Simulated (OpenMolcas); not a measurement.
## SiH$_{2}$: single-point calculation (part 2 of 2)

Continued. System: SiH$_{2}$. Method: ACPF/pcseg-0, RHF (OpenMolcas 26.06). A bond length was changed on purpose from its optimised value.

Geometry of the input (Å):
```
Si -1.1570  0.4136  -0.5817
H  0.8403  0.5786  0.5225
H  -1.0149  -1.1022  -0.6770
```

### What the program printed, continued
```
      ************************************************************************************************************************
      *                                                        Title:                                                        *
      *                                                 (No title was given)                                                 *
      ************************************************************************************************************************

      ALL SINGLE AND DOUBLE REPLACEMENTS

      NUMBER OF ELECTRONS IN CI         6
      TOTAL SPIN QUANTUM NUMBER      0.00

              ORBITALS PER SYMMETRY
                  1
      INACTIVE    3
      ACTIVE      0
      VALENCE     0
      CORE        0
      ONEOCC      0
  Number of vertices                   22                   15

      INTERNAL CONFIGURATIONS (FORMAL)

      NUMBER OF VALENCE STATES               1
      NUMBER OF DOUBLET COUPLED SINGLES      3
      NUMBER OF TRIPLET COUPLED DOUBLES      3
      NUMBER OF SINGLET COUPLED DOUBLES      6

      ONE CLOSED SHELL REFERENCE STATE
      WAVE-FUNCTION SYMMETRY LABEL:  1

      INTERNAL CONFIGURATIONS (REAL)

      NUMBER OF VALENCE STATES               1
      NUMBER OF DOUBLET COUPLED SINGLES      3
      NUMBER OF TRIPLET COUPLED DOUBLES      3
      NUMBER OF SINGLET COUPLED DOUBLES      6

      COEFFICIENTS FOR DIAG       53
      TIME FOR DIAG                0

      COEFFICIENTS FOR ABCI       21
      MAXIMUM NUMBER OF ELEMENTS     5
      TIME FOR ABCI                0

      COEFFICIENTS FOR IJKL       99
      TIME FOR IJKL                0

      COEFFICIENTS FOR AIBJ      105
      DIFFERENT TYPES        3        6       18       36        6       12       12
      TIME FOR AIBJ                0

      COEFFICIENTS FOR AIJK      135
      TIME FOR AIJK                0

      COEFFICIENTS FOR IJ         27

      COEFFICIENTS FOR AI         24
      TIME FOR ONEEL               0
--- Stop Module: guga /rc=_RC_ALL_IS_WELL_ ---

--- Start Module: cpf ---

                                                &CPF

                       available to each process: 1.9 GB of memory, 1 thread

      ************************************************************************************************************************
      *                                                        Title:                                                        *
      *                                                ( No title was given )                                                *
      ************************************************************************************************************************

      Cartesian coordinates in angstrom:
      -----------------------------------------------------
      No.  Label        X            Y            Z
      -----------------------------------------------------
       1   SI1       -1.15695400   0.41360000  -0.58165200
       2   H2         0.84030000   0.57860000   0.52250000
       3   H3        -1.01485400  -1.10220000  -0.67695200
      -----------------------------------------------------
      Nuclear repulsion energy =    8.28513110

      This is an  A C P F calculation

      ONE-ELECTRON BASIS:
      ----------------------------

      Symmetry species                                   1

      Orbitals pre-frozen in MOTRA               5       5
      Orbitals used by this program             12      12
      Pre-deleted in MOTRA                       0       0
      Sum: No. of basis functions               17      17

      ORBITAL SPECIFICATION:
      -------------------------------

      Orbitals frozen here                       0       0
      Inactive orbitals                          3       3
      Active orbitals                            0       0
      Additional valence orbitals                0       0
      Virtual orbitals                           9       9
      Orbitals deleted here                      0       0
      Sum: Total no. of orbitals                12      12

      WAVE FUNCTION SPECIFICATION:
      ----------------------------

      Number of electrons in CI                  6
      Internal orbitals in CI                    3
      External orbitals in CI                    9
      Number of irreps                           1
      Spin quantum number                      0.0
      State symmetry                             1

      REFERENCE STATE:
      ------------------------------

      Number of reference states                 1
      One closed shell reference state

      OPTIONS:
      --------

      Print parameter                            5
      Pulay diagonalization
      First order interacting space

      INTERNAL CONFIGURATIONS

      NUMBER OF VALENCE STATES               1
      NUMBER OF DOUBLET COUPLED SINGLES      3
      NUMBER OF TRIPLET COUPLED DOUBLES      3
      NUMBER OF SINGLET COUPLED DOUBLES      6

      FULL-SPACE CONFIGURATIONS (FORMAL)

      NUMBER OF VALENCE STATES               1
      NUMBER OF DOUBLET COUPLED SINGLES     27
      NUMBER OF TRIPLET COUPLED DOUBLES    108
      NUMBER OF SINGLET COUPLED DOUBLES    270

      FULL-SPACE CONFIGURATIONS (REAL)

      NUMBER OF VALENCE STATES               1
      NUMBER OF DOUBLET COUPLED SINGLES     27
      NUMBER OF TRIPLET COUPLED DOUBLES    108
      NUMBER OF SINGLET COUPLED DOUBLES    270

      FORMAL NUMBER OF CONFIGURATIONS     406
        REAL NUMBER OF CONFIGURATIONS     406
  NUMBER OF TWO-ELECTRON INTEGRALS:                 3081

      STATISTICS FOR INTEGRALS, FIRST ENTRY 10**3-10**4

               0         0         0         0        80
             725       955       140        20         1
               0         0         0         0         0
               0         0         0         0         0

      REFERENCE ENERGY     -289.56653453
  ITER      TOTAL ENERGY          CORR ENERGY           DECREASE
   1        -289.56653453           0.00000000        -289.56653453
   2        -289.63850938          -0.07197485          -0.07197485
   3        -289.64634105          -0.07980652          -0.00783167
   4        -289.64835280          -0.08181827          -0.00201175
   5        -289.64903283          -0.08249830          -0.00068003
   6        -289.64929905          -0.08276452          -0.00026622
   7        -289.64950614          -0.08297161          -0.00020709
   8        -289.64950820          -0.08297367          -0.00000207
   9        -289.64950898          -0.08297444          -0.00000077

     CALCULATION CONVERGED

     FINAL ACPF ENERGY        -289.64950898
     FINAL CORRELATION ENERGY   -0.08297444  REFERENCE ENERGY    -289.56653453
     SUM OF SQUARED CPX(BAR)    0.1300

     FIRST ORDER RELATIVISTIC CORRECTIONS
     MASS-VELOCITY               0.00000000
     1-EL DARWIN CONTACT         0.00000000
     TOTAL REL. CORRECTION       0.00000000
     TOTAL REL. ENERGY        -289.64950898

      PRINTOUT OF CI-COEFFICIENTS LARGER THAN      0.05

      WAVE FUNCTION NOT NORMALIZED

      CONFIGURATION      1   COEFFICIENT  1.000000   REFERENCE

      ORBITALS       0  0  1  2  3
      OCCUPATION     0  0  2  2  2
      SPIN-COUPLING  0  0  3  3  3
      SYMMETRY       0  0  1  1  1

      CONFIGURATION     12   COEFFICIENT -0.061128   DOUBLET

      ORBITALS       0  5  1  2  3
      OCCUPATION     0  1  2  1  2
      SPIN-COUPLING  0  1  3  2  3
      SYMMETRY       0  1  1  1  1

      CONFIGURATION    304   COEFFICIENT -0.054873   SINGLET

      ORBITALS       0  6  1  2  3
      OCCUPATION     0  2  2  0  2
      SPIN-COUPLING  0  3  3  0  3
      SYMMETRY       0  1  1  1  1

      CONFIGURATION    346   COEFFICIENT  0.067875   SINGLET

      ORBITALS       0  5  1  2  3
      OCCUPATION     0  2  2  1  1
      SPIN-COUPLING  0  3  3  1  2
      SYMMETRY       0  1  1  1  1

      CONFIGURATION    391   COEFFICIENT -0.166663   SINGLET

      ORBITALS       0 12  1  2  3
      OCCUPATION     0  2  2  1  1
      SPIN-COUPLING  0  3  3  1  2
      SYMMETRY       0  1  1  1  1

++    Molecular orbitals:
      -------------------

      Title:  ACPF natural orbitals

      Molecular orbitals for symmetry species 1: a

          Orbital            1         2         3         4         5         6         7         8         9        10
          Occ. No.          2.0000    2.0000    2.0000    2.0000    2.0000    1.9711    1.9423    1.8425    0.1546    0.0402

        1 SI1    1s         0.9937   -0.3646   -0.0000   -0.0031    0.0038    0.0643    0.0785   -0.0241    0.0149   -0.0000
        2 SI1    1s         0.0198    1.0636    0.0000    0.0097   -0.0118   -0.2940   -0.3645    0.1133   -0.0692    0.0000
        3 SI1    1s        -0.0078   -0.0150   -0.0000   -0.0036    0.0046    0.4254    0.5078   -0.1787    0.0695   -0.0000
        4 SI1    1s         0.0046    0.0105    0.0000    0.0058   -0.0064    0.0880    0.5045   -0.1339    0.1913    0.0000
        5 SI1    2px        0.0001    0.0070   -0.4595    0.1433    0.8397   -0.0178    0.0082   -0.1270   -0.1765    0.1454
        6 SI1    2px       -0.0001    0.0011   -0.0395    0.0124    0.0702    0.0222   -0.0139    0.1554    0.2427   -0.2383
        7 SI1    2px        0.0003    0.0003    0.0056   -0.0015   -0.0118    0.0404   -0.0186    0.3928    0.6310   -0.3121
        8 SI1    2py       -0.0001   -0.0092   -0.0962    0.9396   -0.2135    0.1247   -0.1315    0.0105   -0.0323    0.0305
        9 SI1    2py        0.0001   -0.0018   -0.0083    0.0778   -0.0172   -0.1677    0.1730   -0.0121    0.0437   -0.0499
       10 SI1    2py       -0.0004   -0.0002    0.0012   -0.0143    0.0042   -0.1985    0.2783   -0.0505    0.1039   -0.0654
       11 SI1    2pz        0.0000    0.0027    0.8455    0.1848    0.4320    0.0045   -0.0105   -0.0678   -0.0996   -0.2676
       12 SI1    2pz       -0.0001    0.0004    0.0726    0.0156    0.0362   -0.0070    0.0122    0.0831    0.1369    0.4386
       13 SI1    2pz        0.0001    0.0001   -0.0102   -0.0025   -0.0059   -0.0006    0.0216    0.2077    0.3548    0.5743
       14 H2     1s        -0.0000    0.0001    0.0000    0.0002    0.0005    0.0310    0.0816    0.2843   -0.4767    0.0000
       15 H2     1s        -0.0005   -0.0010    0.0000    0.0001    0.0037    0.0170    0.0776    0.4434   -0.4943   -0.0000
       16 H3     1s         0.0005    0.0016    0.0000    0.0017   -0.0006    0.3296   -0.1666   -0.0098    0.0082   -0.0000
       17 H3     1s        -0.0010   -0.0017   -0.0000   -0.0074    0.0038    0.2968   -0.3051    0.0049   -0.0176   -0.0000

          Orbital           11        12        13        14        15        16        17
          Occ. No.          0.0331    0.0068    0.0041    0.0024    0.0017    0.0010    0.0002

        1 SI1    1s        -0.0374    0.0800    0.0486   -0.0316    0.0138    0.0194    0.0000
        2 SI1    1s         0.1820   -0.4052   -0.2474    0.1601   -0.0700   -0.1013   -0.0000
        3 SI1    1s        -0.3316    1.5970    1.0722   -0.6170    0.3073    0.6571    0.0000
        4 SI1    1s        -0.4332   -1.9747   -0.6705    0.6175   -1.0103   -1.6031   -0.0000
        5 SI1    2px        0.0276    0.1051    0.0612    0.3052    0.1230   -0.1876   -0.1966
        6 SI1    2px       -0.0467   -0.2843   -0.1651   -0.8597   -0.3638    0.6149    0.5839
        7 SI1    2px       -0.1058    0.0894    0.0869    0.5292    0.3135   -0.9247   -0.4974
        8 SI1    2py       -0.2312   -0.2256    0.1424   -0.0161    0.2979    0.1302   -0.0412
        9 SI1    2py        0.4040    0.6283   -0.4185    0.0628   -0.9267   -0.4292    0.1223
       10 SI1    2py        0.8723   -0.0972    0.0449   -0.1941    1.4861    0.9212   -0.1042
       11 SI1    2pz       -0.0113    0.0314    0.0495    0.1640    0.1007   -0.0871    0.3618
       12 SI1    2pz        0.0206   -0.0830   -0.1373   -0.4600   -0.3032    0.2853   -1.0745
       13 SI1    2pz        0.0418    0.0375    0.0523    0.2655    0.3395   -0.3977    0.9153
       14 H2     1s         0.0754   -0.0132   -0.0986   -0.7918    0.3544   -0.7896   -0.0000
       15 H2     1s         0.0453    0.2595    0.2156    0.5252   -0.4272    1.3566    0.0000
       16 H3     1s         0.6936   -0.4000    0.8292    0.0096   -0.4763   -0.2260    0.0000
       17 H3     1s         0.7266    0.9126   -1.0684   -0.2253    1.5893    1.1829   -0.0000
--

++    Molecular charges:
      ------------------

      Mulliken charges per centre and basis function type
      ---------------------------------------------------

                SI1     H2      H3
      1s       5.8693  1.1334  1.1698
      2px      2.7159  0.0000  0.0000
      2pz      2.2352  0.0000  0.0000
      2py      2.8762  0.0000  0.0000
      Total   13.6967  1.1334  1.1698

      N-E      0.3033 -0.1334 -0.1698

      Total electronic charge=   16.000000

      Total            charge=    0.000000
--

++    Molecular properties:
      ---------------------

      Dipole Moment (debye):
      Origin of the operator (angstrom)=   -1.0851    0.3682   -0.5478
                   X= -9.7613E-01               Y= -4.7861E-01               Z= -5.8493E-01           Total=  1.2345E+00
      Quadrupole Moment (debye*angstrom):
      Origin of the operator (angstrom)=   -1.0851    0.3682   -0.5478
                  XX= -1.8398E+01              XY=  5.5439E-01              XZ= -2.7479E+00              YY= -1.8854E+01
                  YZ= -3.3932E-01              ZZ= -1.4757E+01
      In traceless form (debye*angstrom)
                  XX= -1.5925E+00              XY=  8.3159E-01              XZ= -4.1218E+00              YY= -2.2760E+00
                  YZ= -5.0898E-01              ZZ=  3.8686E+00
--

--- Stop Module: cpf /rc=_RC_ALL_IS_WELL_ ---

.##################.
.# Happy landing! #.
.##################.

    Timing: Wall=1.52 User=1.08 System=0.43
```

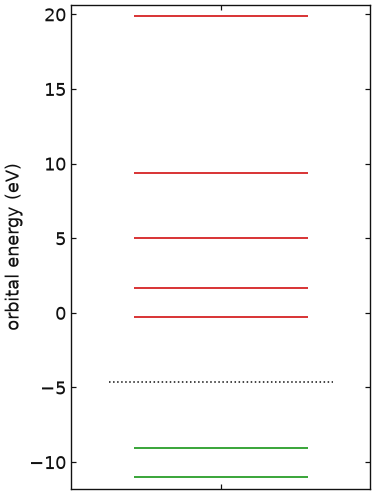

Orbital energies near the frontier; the dotted line parts filled from empty levels, and levels within 0.02 eV of each other stand side by side. Highest filled −9.04 eV, lowest empty −0.28 eV, 8.76 eV apart.

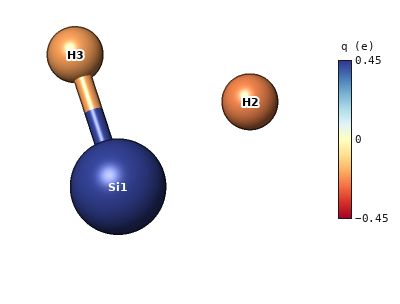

Mulliken charges, as the colour of each atom (ball-and-stick view, seen at an oblique angle; atoms are numbered from 1 in the order of the input). By element: Si +0.43 and H −0.23 to −0.20 e.

### Summary

| quantity | value |
| --- | --- |
| outcome | converged |
| total energy | −289.649509 hartree |
| SCF energy | −289.566535 hartree |
| correlation energy | −0.082974 hartree |
| basis functions | 17 |
| HOMO | −9.04 eV |
| LUMO | −0.28 eV |
| dipole moment | 2.03 debye |
| hardware | 1 thread of Arm Neoverse V1, 24 GiB of memory available, shared host |
| wall time | 1.8 s |
| peak memory | 0.37 GiB |
